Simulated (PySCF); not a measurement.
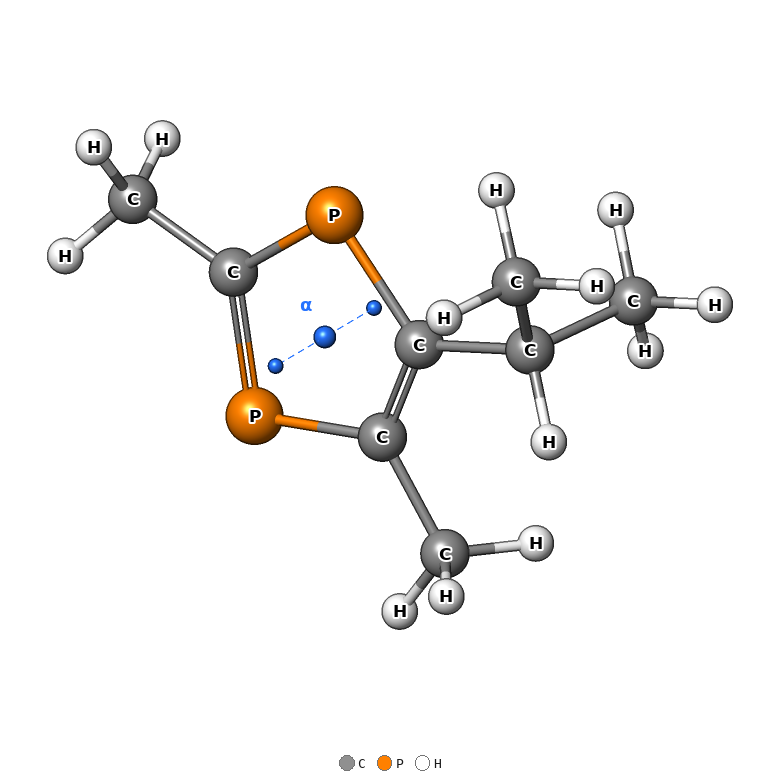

The small points mark where nucleus-independent chemical shifts (NICS) were computed: at the centre of each lettered ring and 1 Å above and below it. The species has charge −1 and is a spin singlet. The computed structure is the end point of a GFN2-xTB optimisation. No frequency run is at hand to confirm it as a minimum. Method: GIAO PBE0/pcSseg-1 NMR shielding, non-relativistic, gas phase (PySCF 2.14.0).

Give NICS(0), NICS(1) and the out-of-plane component NICS(1)zz for each ring (means of the two sides).

```json
{"ring": "α", "members": "C3P2", "NICS(0)": "−8.7", "NICS(1)": "−9.4", "NICS(1)zz": "−22.1"}
```

Values in ppm.

What do the values say about the ring currents?

Ring α: diatropic, as in an aromatic ring. NICS is one index among several.

The geometry is semi-empirical. Around P such bond lengths and angles can be off by a tenth of an ångström or more and by several degrees, and values that hang on the shape move with them.
